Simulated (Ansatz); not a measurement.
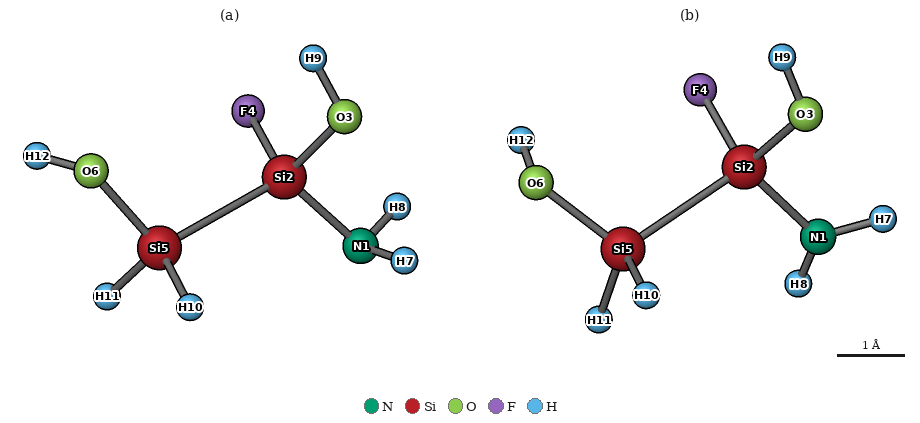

The structure of Si₂NH₆O₂F before (left) and after (right) a relaxation, at one scale.

A ball-and-stick model, seen at a tilt.

The run prepares an end point of a later path (inversion) calculation, from a guessed geometry.

All numbers below come from RKS r2SCAN/6-31G* in Ansatz 0.2.0.

Input file:
```yaml
crystal:
  periodic: [false, false, false]
  atoms:
    - { symbol: "N", position_ang: [-1.4514, -1.6339, 0.3333] }
    - { symbol: Si, position_ang: [-0.4613, -0.285, 0.581] }
    - { symbol: O, position_ang: [-1.5465, 0.9628, 0.8361] }
    - { symbol: F, position_ang: [0.3604, -0.5538, 1.9652] }
    - { symbol: Si, position_ang: [1.0942, 0.2019, -1.1502] }
    - { symbol: O, position_ang: [1.9761, 1.5929, -0.7784] }
    - { symbol: H, position_ang: [-2.2723, -1.2338, -0.1956] }
    - { symbol: H, position_ang: [-1.8359, -1.8325, 1.2238] }
    - { symbol: H, position_ang: [-1.1163, 1.7567, 1.3177] }
    - { symbol: H, position_ang: [0.3849, 0.4412, -2.3944] }
    - { symbol: H, position_ang: [2.0551, -0.8993, -1.2877] }
    - { symbol: H, position_ang: [2.89, 1.4278, -0.4167] }
basis:
  gaussian: { orbitals: "6-31G*" }
hamiltonian:
  xc: r2scan
relax:
  f_tol: 0.015
  max_steps: 40
```

Command:
```bash
ansatz run input.yaml --threads 2 --pin off --max-ram 3072MiB --backend cpu --events-out ev --progress --plain --runs-dir out
```

What changed between the two?

Answer. The relaxation stopped without meeting its thresholds, so the last structure isn't shown to be converged. It used up its limit of 40 steps. The energy falls by 11.4 kcal/mol in 33 accepted moves (39 points after the start). The largest force component goes from 2 to 0.12 eV/Å. The line search rejected the trial steps at points 5, 9, 12, 19, 20, 36 of the run. H8 moves most after the best rigid fit: 1.45 Å. By element the largest moves are H 1.45 Å, F 0.56 Å, O 0.44 Å, Si 0.26 Å, N 0.20 Å. Some distances before and after: O3–H9 1.023 → 0.966 Å, Si2–Si5 2.378 → 2.331 Å, N1–H7 1.055 → 1.013 Å, Si5–H10 1.452 → 1.486 Å. Among the angles between lasting bonds that change: Si2–N1–H7 103.1° → 120.9°, Si2–N1–H8 104.8° → 122.2°, H7–N1–H8 103.0° → 112.6°. Groups turn about Si5–O6 by about 55°, Si2–Si5 by about 20°. Cost: 89 s on 2 threads of Intel(R) Xeon(R) 6975P-C (Granite Rapids), on a shared host, peak memory 0.22 GiB.
